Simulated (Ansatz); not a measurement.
**Run report: HfH₂ClO₂F, molecular dynamics (part 4 of 4)**

Continued. System: HfH₂ClO₂F. Method: RHF/def2-SVP (Ansatz 0.2.0). It belongs to a series of runs on one base structure; here: dynamics from the start.

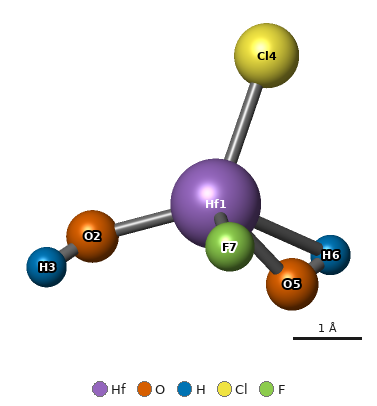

The geometry at step 127 of the log (ball-and-stick view, seen at a tilt; atoms are numbered from 1 in the order of the input).

Trajectory as extended XYZ, continued:
```
7
Properties=species:S:1:pos:R:3:forces:R:3 step=103 time_fs=51.5 energy=-20606.20902 temperature=675.9
Hf   -0.1094   -0.1423   -0.0283   -1.9520   0.4313   0.3901
O    -0.5255   -0.1926    1.8691    0.1277  -0.3460   0.3337
H    -0.8733   -0.4897    2.7127    0.4368   0.4400  -1.0014
Cl    2.1417    0.2514   -0.7310    0.2935  -0.1809   0.0673
O    -1.1026    1.3644   -0.7872    0.6401  -0.0239  -0.1817
H    -1.1264    2.1844   -1.2801   -0.0870  -0.8069   0.4993
F    -0.9635   -1.7874   -0.6097    0.5409   0.4863  -0.1073
7
Properties=species:S:1:pos:R:3:forces:R:3 step=106 time_fs=53.0 energy=-20606.13087 temperature=561.2
Hf   -0.1079   -0.1432   -0.0276   -2.2383   0.4485   0.2537
O    -0.5254   -0.1858    1.8725    0.0370  -0.4818   0.3655
H    -0.9001   -0.5268    2.6918    0.5383   0.5576  -1.1052
Cl    2.1410    0.2529   -0.7317    0.2736  -0.1737   0.0729
O    -1.1149    1.3749   -0.7919    0.7329  -2.9313   1.5576
H    -1.0486    2.1519   -1.2624    0.0046   1.8919  -1.1321
F    -0.9692   -1.7930   -0.6135    0.6519   0.6888  -0.0123
7
Properties=species:S:1:pos:R:3:forces:R:3 step=109 time_fs=54.5 energy=-20606.10913 temperature=528.6
Hf   -0.1066   -0.1440   -0.0269   -2.4379   0.4238   0.1390
O    -0.5252   -0.1796    1.8763    0.4969  -0.0987  -0.7312
H    -0.9164   -0.5529    2.6490    0.0764   0.1488  -0.0497
Cl    2.1406    0.2544   -0.7323    0.2595  -0.1629   0.0756
O    -1.1263    1.3817   -0.7948    0.7476  -2.6274   1.3745
H    -0.9703    2.1544   -1.2657    0.1146   1.4595  -0.8808
F    -0.9741   -1.7979   -0.6173    0.7428   0.8568   0.0726
7
Properties=species:S:1:pos:R:3:forces:R:3 step=111 time_fs=55.5 energy=-20606.09140 temperature=502.0
Hf   -0.1059   -0.1445   -0.0264   -2.5276   0.4016   0.0572
O    -0.5247   -0.1755    1.8784    0.9066   0.2827  -1.5368
H    -0.9256   -0.5679    2.6182   -0.3430  -0.2528   0.7576
Cl    2.1404    0.2552   -0.7327    0.2565  -0.1547   0.0757
O    -1.1333    1.3843   -0.7956    1.1877  -0.8688   0.3037
H    -0.9169    2.1747   -1.2791   -0.2711  -0.3537   0.2202
F    -0.9769   -1.8006   -0.6199    0.7909   0.9458   0.1225
7
Properties=species:S:1:pos:R:3:forces:R:3 step=114 time_fs=57.0 energy=-20605.98026 temperature=335.5
Hf   -0.1052   -0.1452   -0.0257   -2.6188   0.3756  -0.0900
O    -0.5229   -0.1691    1.8798    0.9629   0.3393  -1.5853
H    -0.9459   -0.5953    2.5859   -0.4241  -0.3388   0.8566
Cl    2.1402    0.2565   -0.7333    0.2542  -0.1433   0.0758
O    -1.1424    1.3873   -0.7966    1.9197   0.7868  -0.7125
H    -0.8429    2.1952   -1.2930   -0.9388  -2.0664   1.2684
F    -0.9804   -1.8037   -0.6235    0.8450   1.0469   0.1869
7
Properties=species:S:1:pos:R:3:forces:R:3 step=116 time_fs=58.0 energy=-20605.95653 temperature=299.5
Hf   -0.1048   -0.1457   -0.0252   -2.6589   0.3593  -0.1976
O    -0.5210   -0.1646    1.8795    0.5337  -0.0880  -0.8495
H    -0.9645   -0.6176    2.5745   -0.0161   0.0716   0.1793
Cl    2.1402    0.2573   -0.7336    0.2487  -0.1364   0.0770
O    -1.1471    1.3898   -0.7978    2.1142   0.7668  -0.7051
H    -0.8038    2.1864   -1.2885   -1.0916  -2.0687   1.2729
F    -0.9822   -1.8052   -0.6259    0.8700   1.0954   0.2230
7
Properties=species:S:1:pos:R:3:forces:R:3 step=119 time_fs=59.5 energy=-20605.97357 temperature=325.1
Hf   -0.1046   -0.1463   -0.0245   -2.6891   0.3270  -0.3490
O    -0.5176   -0.1580    1.8783   -0.1326  -0.7622   0.1531
H    -0.9913   -0.6484    2.5585    0.6140   0.7226  -0.7205
Cl    2.1403    0.2584   -0.7341    0.2288  -0.1266   0.0810
O    -1.1518    1.3942   -0.8001    1.6234  -0.8552   0.2867
H    -0.7636    2.1393   -1.2609   -0.5376  -0.4503   0.2815
F    -0.9840   -1.8063   -0.6292    0.8931   1.1446   0.2673
7
Properties=species:S:1:pos:R:3:forces:R:3 step=122 time_fs=61.0 energy=-20605.90098 temperature=217.2
Hf   -0.1047   -0.1470   -0.0239   -2.6681   0.2870  -0.4755
O    -0.5143   -0.1523    1.8772   -0.1988  -0.8229   0.1979
H    -1.0059   -0.6646    2.5287    0.6369   0.7566  -0.6562
Cl    2.1405    0.2595   -0.7345    0.1999  -0.1176   0.0866
O    -1.1545    1.3974   -0.8021    0.3486  -3.2788   1.7843
H    -0.7333    2.0841   -1.2283    0.7822   2.0102  -1.2370
F    -0.9849   -1.8062   -0.6322    0.8994   1.1655   0.3000
7
Properties=species:S:1:pos:R:3:forces:R:3 step=124 time_fs=62.0 energy=-20605.88407 temperature=192.0
Hf   -0.1050   -0.1473   -0.0234   -2.6177   0.2681  -0.5535
O    -0.5123   -0.1491    1.8765    0.1547  -0.4486  -0.2818
H    -1.0081   -0.6665    2.5007    0.2489   0.3610  -0.0940
Cl    2.1407    0.2601   -0.7348    0.1846  -0.1121   0.0893
O    -1.1558    1.3973   -0.8022    0.1734  -3.4366   1.8865
H    -0.7059    2.0673   -1.2188    0.9638   2.2092  -1.3604
F    -0.9849   -1.8053   -0.6340    0.8922   1.1590   0.3140
7
Properties=species:S:1:pos:R:3:forces:R:3 step=127 time_fs=63.5 energy=-20605.91129 temperature=232.6
Hf   -0.1056   -0.1479   -0.0229   -2.4864   0.2669  -0.6781
O    -0.5089   -0.1447    1.8752    0.8675   0.3088  -1.1082
H    -1.0087   -0.6647    2.4592   -0.5232  -0.4294   0.8838
Cl    2.1411    0.2611   -0.7352    0.1744  -0.1056   0.0909
O    -1.1575    1.3935   -0.8004    1.5587  -1.2592   0.5449
H    -0.6508    2.0766   -1.2258   -0.4524   0.1058  -0.0544
F    -0.9840   -1.8029   -0.6365    0.8613   1.1127   0.3211
7
Properties=species:S:1:pos:R:3:forces:R:3 step=129 time_fs=64.5 energy=-20605.87057 temperature=172.8
Hf   -0.1062   -0.1483   -0.0226   -2.3648   0.2754  -0.7642
O    -0.5061   -0.1416    1.8735    0.9499   0.4121  -1.1236
H    -1.0141   -0.6673    2.4405   -0.6476  -0.5506   1.0194
Cl    2.1415    0.2617   -0.7354    0.1715  -0.1029   0.0915
O    -1.1575    1.3899   -0.7986    2.4361   0.0151  -0.2375
H    -0.6171    2.0874   -1.2332   -1.3720  -1.1070   0.6988
F    -0.9829   -1.8006   -0.6379    0.8270   1.0579   0.3157
7
Properties=species:S:1:pos:R:3:forces:R:3 step=132 time_fs=66.0 energy=-20605.85768 temperature=154.3
Hf   -0.1073   -0.1488   -0.0221   -2.1417   0.2757  -0.8773
O    -0.5009   -0.1366    1.8699    0.2321  -0.2805  -0.2048
H    -1.0324   -0.6796    2.4291    0.0083   0.1257   0.2978
Cl    2.1421    0.2625   -0.7356    0.1611  -0.1006   0.0933
O    -1.1548    1.3844   -0.7963    2.7184   0.5273  -0.5396
H    -0.5918    2.0830   -1.2313   -1.7349  -1.4922   0.9381
F    -0.9804   -1.7962   -0.6397    0.7568   0.9445   0.2926
7
Properties=species:S:1:pos:R:3:forces:R:3 step=134 time_fs=67.0 energy=-20605.89993 temperature=219.0
Hf   -0.1082   -0.1491   -0.0219   -1.9696   0.2629  -0.9299
O    -0.4972   -0.1334    1.8672   -0.3366  -0.8170   0.4638
H    -1.0456   -0.6875    2.4262    0.5371   0.6561  -0.2405
Cl    2.1425    0.2630   -0.7357    0.1459  -0.1000   0.0960
O    -1.1510    1.3812   -0.7952    2.1551  -0.0663  -0.1600
H    -0.5952    2.0628   -1.2191   -1.2317  -0.7882   0.5023
F    -0.9783   -1.7926   -0.6408    0.6999   0.8526   0.2683
7
Properties=species:S:1:pos:R:3:forces:R:3 step=137 time_fs=68.5 energy=-20605.91172 temperature=238.8
Hf   -0.1098   -0.1495   -0.0217   -1.6724   0.2397  -0.9688
O    -0.4920   -0.1296    1.8638   -0.6330  -1.0480   0.8394
H    -1.0553   -0.6869    2.4170    0.7740   0.8780  -0.4374
Cl    2.1433    0.2637   -0.7359    0.1137  -0.1021   0.1025
O    -1.1430    1.3759   -0.7934    0.3653  -2.0818   1.1060
H    -0.6188    2.0228   -1.1947    0.4503   1.4199  -0.8619
F    -0.9744   -1.7864   -0.6421    0.6021   0.6944   0.2203
7
Properties=species:S:1:pos:R:3:forces:R:3 step=140 time_fs=70.0 energy=-20605.91296 temperature=244.5
Hf   -0.1115   -0.1500   -0.0215   -1.3214   0.2428  -0.9713
O    -0.4875   -0.1270    1.8614   -0.1065  -0.4799   0.3776
H    -1.0497   -0.6688    2.3998    0.1871   0.2976   0.1850
Cl    2.1441    0.2644   -0.7360    0.0880  -0.1081   0.1085
O    -1.1344    1.3679   -0.7903   -0.4596  -2.8227   1.5820
H    -0.6343    2.0115   -1.1876    1.1243   2.3640  -1.4389
F    -0.9699   -1.7794   -0.6432    0.4881   0.5063   0.1571
7
Properties=species:S:1:pos:R:3:forces:R:3 step=142 time_fs=71.0 energy=-20605.97827 temperature=343.8
Hf   -0.1128   -0.1502   -0.0215   -1.0578   0.2596  -0.9548
O    -0.4847   -0.1257    1.8601    0.4602   0.0842  -0.1260
H    -1.0428   -0.6522    2.3895   -0.4184  -0.2735   0.7916
Cl    2.1447    0.2648   -0.7360    0.0815  -0.1132   0.1102
O    -1.1289    1.3605   -0.7870    0.3676  -1.3976   0.7214
H    -0.6322    2.0308   -1.1993    0.1654   1.0805  -0.6472
F    -0.9665   -1.7744   -0.6438    0.4015   0.3599   0.1049
7
Properties=species:S:1:pos:R:3:forces:R:3 step=145 time_fs=72.5 energy=-20605.98041 temperature=351.9
Hf   -0.1148   -0.1506   -0.0216   -0.6296   0.2756  -0.8918
O    -0.4798   -0.1237    1.8580    0.6915   0.3248  -0.2622
H    -1.0408   -0.6329    2.3891   -0.6991  -0.5151   1.0762
Cl    2.1456    0.2654   -0.7360    0.0798  -0.1217   0.1103
O    -1.1201    1.3481   -0.7815    1.5860   1.0939  -0.7702
H    -0.6293    2.0742   -1.2253   -1.2856  -1.1693   0.7262
F    -0.9610   -1.7665   -0.6446    0.2570   0.1119   0.0115
7
Properties=species:S:1:pos:R:3:forces:R:3 step=147 time_fs=73.5 energy=-20605.97157 temperature=341.0
Hf   -0.1162   -0.1509   -0.0217   -0.3365   0.2682  -0.8177
O    -0.4761   -0.1221    1.8564    0.1942  -0.0961   0.2830
H    -1.0474   -0.6258    2.4013   -0.2266  -0.0872   0.6195
Cl    2.1463    0.2657   -0.7360    0.0759  -0.1279   0.1104
O    -1.1131    1.3404   -0.7782    1.7120   1.9136  -1.2451
H    -0.6408    2.0923   -1.2359   -1.5731  -1.8044   1.1085
F    -0.9572   -1.7611   -0.6452    0.1541  -0.0662  -0.0587
7
Properties=species:S:1:pos:R:3:forces:R:3 step=150 time_fs=75.0 energy=-20606.03534 temperature=440.9
Hf   -0.1184   -0.1512   -0.0220    0.0903   0.2406  -0.6539
O    -0.4704   -0.1199    1.8545   -0.7179  -0.8220   1.2671
H    -1.0594   -0.6150    2.4288    0.6602   0.6548  -0.2686
Cl    2.1473    0.2662   -0.7358    0.0575  -0.1390   0.1133
O    -1.1007    1.3310   -0.7747    0.9803   1.5693  -1.0067
H    -0.6853    2.0885   -1.2327   -1.0683  -1.1660   0.7192
F    -0.9513   -1.7532   -0.6461   -0.0020  -0.3376  -0.1703
```

This output came from the following input.

The input:
```yaml
crystal:
  periodic: [false, false, false]
  atoms:
    - { symbol: Hf, position_ang: [-0.143422, -0.119163, -0.03303] }
    - { symbol: O, position_ang: [-0.303523, -0.160135, 1.875935] }
    - { symbol: H, position_ang: [-0.406141, -0.152688, 2.809457] }
    - { symbol: Cl, position_ang: [2.16391, 0.136966, -0.654624] }
    - { symbol: O, position_ang: [-1.18136, 1.310061, -0.775641] }
    - { symbol: H, position_ang: [-1.70283, 2.017493, -1.106756] }
    - { symbol: F, position_ang: [-0.800134, -1.782134, -0.737742] }
basis:
  gaussian: { orbitals: def2-SVP }
hamiltonian:
  xc: hf
md:
  timestep: 0.5
  n_steps: 150
  ensemble: nvt_nose_hoover
  temperature: 1000.0
  initial_velocities: maxwell_boltzmann
  seed: 758544
  nose_hoover: { tau: 100.0, chain_length: 3 }
  temperature_schedule:
    - { n_steps: 37, end_temperature: 1000.0 }
    - { n_steps: 113, end_temperature: 250.0 }
```

Run as:
```bash
ansatz run input.yaml --threads 1 --pin off --max-ram 2048MiB --backend cpu --events-out ev --progress --plain --runs-dir out
```

Summary:

```csv
quantity,value
outcome,finished
mean temperature over the second half,462 K
trajectory,"150 steps, 75 fs"
ensemble,nvt_nose_hoover
temperature in the input,1000.0 K
time step,0.5 fs
potential energy (last step),−20606.0353 eV
mean-field energy (last step),−20606.0353 eV
largest force (length of the vector) (last step),2.106 eV/Å
hardware,"1 thread of Intel Xeon (Granite Rapids), 32 GiB of memory available, shared host"
wall time,3.9 min
peak memory,0.21 GiB
```

So short a trajectory is not equilibrated. The temperature stays far from the 1000 K of the thermostat over the second half: the run isn't equilibrated.
